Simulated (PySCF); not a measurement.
Excited-state calculation, with input and output: B2NH4F

System: B2NH4F.
Method: TDDFT PBE0/def2-TZVPD, vertical, gas phase, core orbitals frozen in the response (PySCF 2.14.0).

The geometry comes from this level: PBE0-D3(BJ)/def2-SVP.

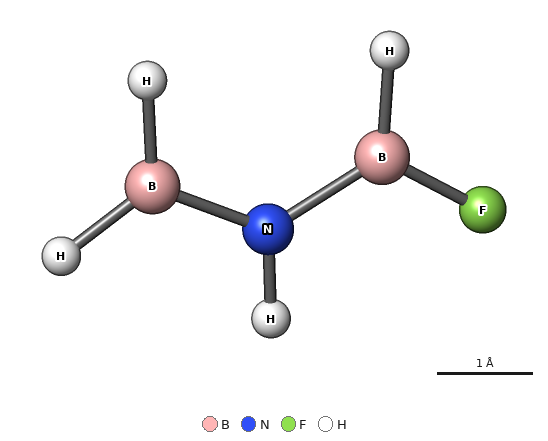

The structure (ball-and-stick view, seen at a tilt). Bond lengths as drawn: B–F 1.33 Å, B–H 1.20 to 1.21 Å, B–N 1.41 to 1.42 Å and H–N 1.02 Å.

Results in brief:

| quantity | value |
| --- | --- |
| outcome | converged |
| total energy | −206.667675 hartree |
| HOMO | −9.37 eV |
| LUMO | −1.04 eV |
| dipole moment | 0.91 D |
| mean polarisability | 38.56 a.u. |
| lowest singlet excitation | 6.50 eV |
| hardware | 1 CPU thread, shared host |
| wall time | 11 s |
| peak memory | 0.74 GiB |

Input file:
```
{"job": {"kind": "uv", "xc": "PBE0", "basis": "def2-TZVPD"}, "charge": 0, "multiplicity": 1}
B      1.185760     0.163855    -0.234063
N      0.036456    -0.643831    -0.393962
B     -1.252836    -0.366037     0.140721
F     -2.231757    -1.239200    -0.070171
H      2.233000    -0.190582    -0.721085
H      1.094323     1.193063     0.389712
H      0.127890    -1.510476    -0.918586
H     -1.476004     0.633638     0.774538
```

The first line tells a small driver script what to run in PySCF; the rest is the geometry in Å.

Command:
```bash
OMP_NUM_THREADS=1 python <driver script> task.json out
```

What the program printed:
```
coarse grid: 6800 points
cycle   1  E = -206.6243010058  dE =  2.191e-01  |g| = 5.143e-01  |ddm| = 2.055e+00
cycle   2  E = -206.5873689024  dE =  3.693e-02  |g| = 7.365e-01  |ddm| = 1.236e+00
cycle   3  E = -206.6705302206  dE = -8.316e-02  |g| = 4.912e-02  |ddm| = 7.060e-01
cycle   4  E = -206.6709348010  dE = -4.046e-04  |g| = 2.529e-02  |ddm| = 6.123e-02
cycle   5  E = -206.6710507073  dE = -1.159e-04  |g| = 8.819e-03  |ddm| = 1.932e-02
cycle   6  E = -206.6710671594  dE = -1.645e-05  |g| = 1.210e-03  |ddm| = 5.814e-03
cycle   7  E = -206.6710674996  dE = -3.402e-07  |g| = 3.013e-04  |ddm| = 1.497e-03
final grid: 66504 points
cycle   8  E = -206.6676673979  dE = -7.445e-05  |g| = 6.303e-03  |ddm| = 1.268e-01
cycle   9  E = -206.6676614647  dE =  5.933e-06  |g| = 8.299e-03  |ddm| = 1.142e-02
cycle  10  E = -206.6676748768  dE = -1.341e-05  |g| = 6.896e-04  |ddm| = 5.319e-03
cycle  11  E = -206.6676749738  dE = -9.699e-08  |g| = 2.503e-04  |ddm| = 7.337e-04
cycle  12  E = -206.6676749831  dE = -9.289e-09  |g| = 8.632e-05  |ddm| = 2.286e-04
cycle  13  E = -206.6676749843  dE = -1.249e-09  |g| = 1.523e-05  |ddm| = 6.724e-05
cycle  14  E = -206.6676749844  dE = -4.877e-11  |g| = 3.514e-06  |ddm| = 1.916e-05
```

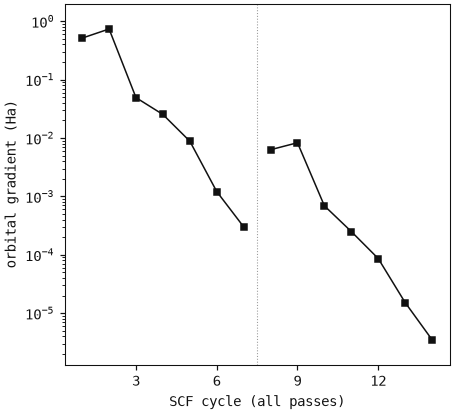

Convergence of the self-consistent field: orbital gradient against the SCF cycle. The dotted line marks the change from a coarse to the final integration grid. The first 7 cycles use a coarse grid, the final grid takes over at cycle 8, and the field converges after 14 cycles in all.

```
converged SCF energy = -206.6676749844

Static polarisability (au): isotropic 38.564, principal 28.935 38.476 48.280

Singlet excitations
state   eV       nm        f      main configurations
  1   6.4953    190.9   0.00052   H->L 0.98
  2   7.5495    164.2   0.09921   H-2->L 0.65, H-1->L 0.29
  3   7.5564    164.1   0.21502   H-1->L 0.67, H-2->L 0.28
  4   8.3825    147.9   0.00022   H->L+2 0.87
  5   8.5022    145.8   0.01088   H->L+1 0.94
  6   8.5866    144.4   0.00256   H-3->L 0.51, H-1->L+1 0.40
  7   8.6282    143.7   0.05717   H-1->L+1 0.52, H-3->L 0.38
  8   9.0581    136.9   0.01051   H-2->L+2 0.93
  9   9.1640    135.3   0.00285   H-1->L+2 0.75, H-2->L+1 0.09
 10   9.1948    134.8   0.09945   H->L+3 0.67, H->L+4 0.16, H-1->L+2 0.13

Triplet excitations (Tamm-Dancoff, eV): 5.8165 6.2198 6.9544 7.5566
```

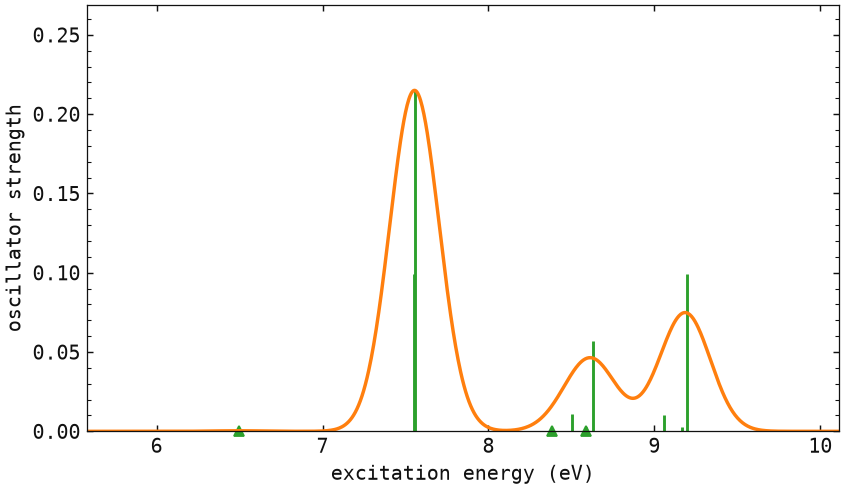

Computed excitations as sticks (degenerate states added up, dark ones marked on the axis), with a Gaussian envelope of 0.35 eV full width at half maximum, scaled to the tallest. Of the 10 states the lowest lies at 6.50 eV (f = 0.001); the strongest line is at 7.56 eV, or 164 nm (f = 0.215).

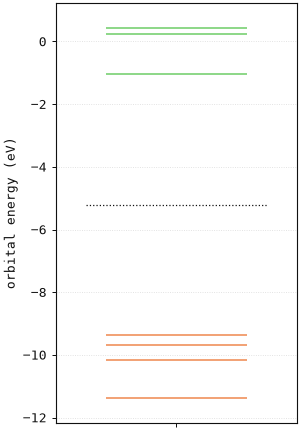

Orbital energies near the frontier; the dotted line parts filled from empty levels, and levels within 0.02 eV of each other stand side by side. Highest filled −9.37 eV, lowest empty −1.04 eV, 8.33 eV apart.
